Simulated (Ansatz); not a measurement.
Cl₂H₆HfN₂

```xyz
11

Hf    0.1146   -0.4320   -0.2376
N     0.5154    0.1149    2.0695
H    -0.3613    0.1116    2.5929
H     0.9930    0.9994    2.2537
Cl    2.5005   -0.1525   -0.3127
N    -1.1686    1.1286   -0.0844
H    -1.8616    1.2911   -0.8150
H    -1.1813    1.9261    0.5469
Cl   -0.5624   -1.3008   -2.3333
H    -0.5410   -1.8545    0.7556
H     1.0988   -0.6179    2.4778
```

Core potentials replace the inner electrons of Hf.

Theory: RKS PBE0/def2-SVP (Ansatz 0.2.0).

Question: What can the converged electron density and electron localisation function tell about the bonding?

Answer: Hf–Cl (2.37 Å): the density is about 0.54 e/Å³ at the midpoint; the ELF peaks at about 0.85 in the valence shell of Cl, 0.8 Å from its nucleus, and is about 0.30 at the midpoint.
N–H (1.02 Å): ρ at the midpoint is about 2.8 e/Å³; the ELF climbs to about 1 towards the hydrogen, as it does in any bond to H; an ordinary covalent bond to hydrogen.
Hf–H (1.85 Å): ρ at the midpoint is about 0.94 e/Å³; the ELF climbs to about 1 towards the hydrogen.

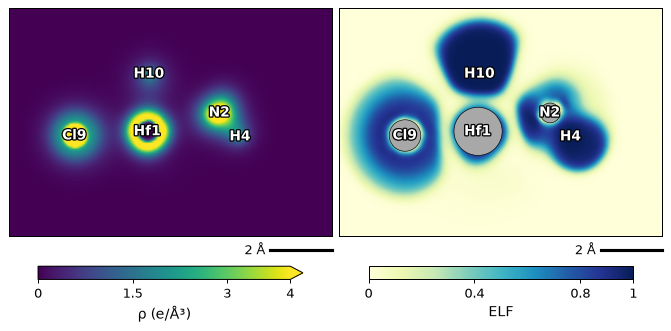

Computed electron density and electron localisation function on the plane of atoms Hf1, N2 and H4, in this order. Grey discs cover the atomic cores in the ELF map. 
